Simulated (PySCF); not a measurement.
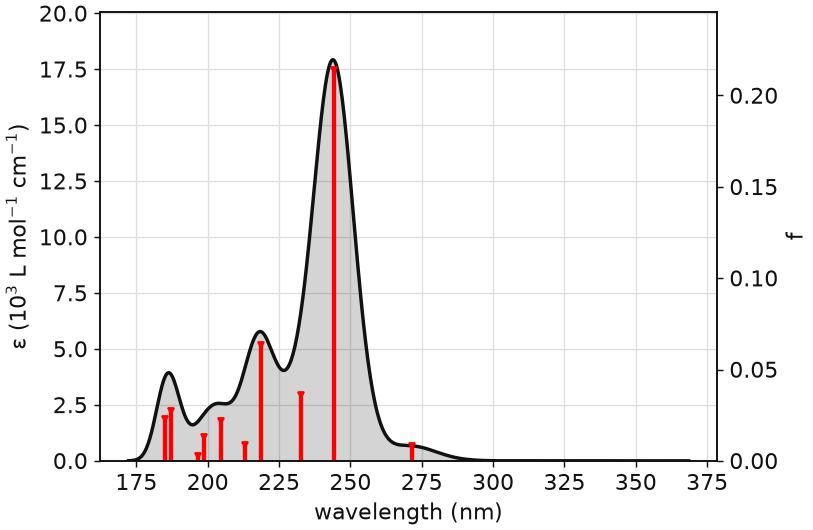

Vertical TDDFT excitations, CAM-B3LYP/def2-SVPD in PySCF, at a PBE0-D3(BJ)/def2-SVP geometry (no frequency check), gas phase. The lowest 10 singlet states are shown; each is broadened by a Gaussian of 1/e half-width 0.20 eV. Sticks give oscillator strengths (right axis).

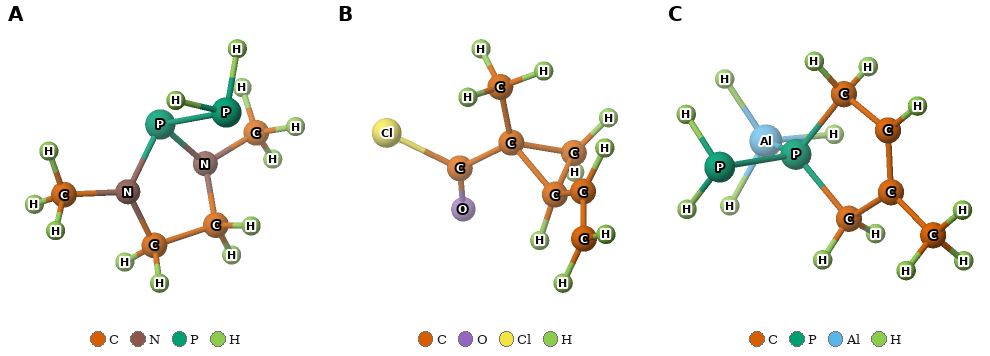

Which molecule gives this spectrum? Choose among the lettered structures.

Answer. Structure A, C₄H₁₂N₂P₂, SMILES CN1CCN(C)P1P. Its lowest singlet lies at 4.56 eV (f = 0.008) and the brightest of those computed is S2 at 5.07 eV (244 nm), f = 0.214, mainly HOMO → LUMO (61 %).

Caveats: one conformer of a flexible molecule; core orbitals are frozen in the response.
